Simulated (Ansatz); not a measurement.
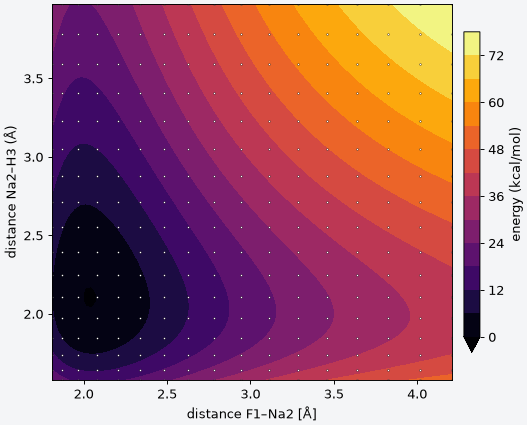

The system F⁻ + NaH. 
- The first coordinate is: distance F1–Na2; the second: distance Na2–H3.
- Nothing is relaxed (the angle F1–Na2–H3 is fixed at 180 degrees).
- Grid: 17 × 17 points.
- Points are written as (first, second).
- Energies: kcal/mol, counted from the lowest grid point.
- The reference is spin-restricted, so regions where a bond is pulled apart into radicals lie too high.
- Computed with RHF/aug-cc-pVTZ (Ansatz 0.2.0).

Drawn: filled contours, dots at the grid points. Between grid points the surface is interpolated.

The lowest grid point is at (2.080 Å, 2.105 Å). No other kind of well shows on this grid. The highest grid point, (4.208 Å, 3.976 Å), lies 77.4 kcal/mol above the lowest.

The level of theory is changed to RKS CAM-B3LYP-D4/aug-cc-pVTZ in Ansatz 0.2.0; with it change the reference geometry, relaxed at the new level; the new grid has 16 × 16 points.

**What will the new map look like?**

The minimum (interpolated where it lies between grid points) moves from about (2.034 Å, 2.104 Å) to about (2.037 Å, 2.034 Å). The curvature at the minimum changes by less than a tenth (about 6.8) eV/Å² along distance F1–Na2 and by less than a tenth (about 2.9) eV/Å² along distance Na2–H3.

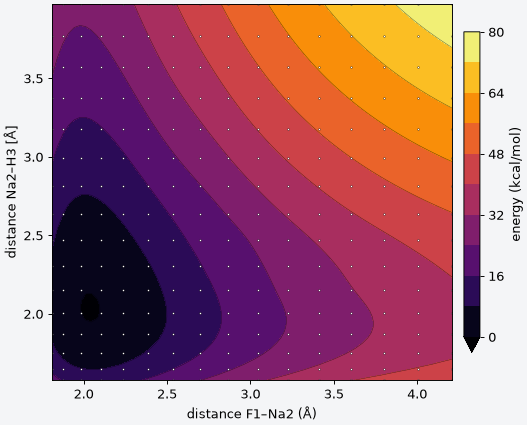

The map after the change, on a colour scale of its own. In the figure: filled contours, dots at the grid points. Between grid points the surface is interpolated.
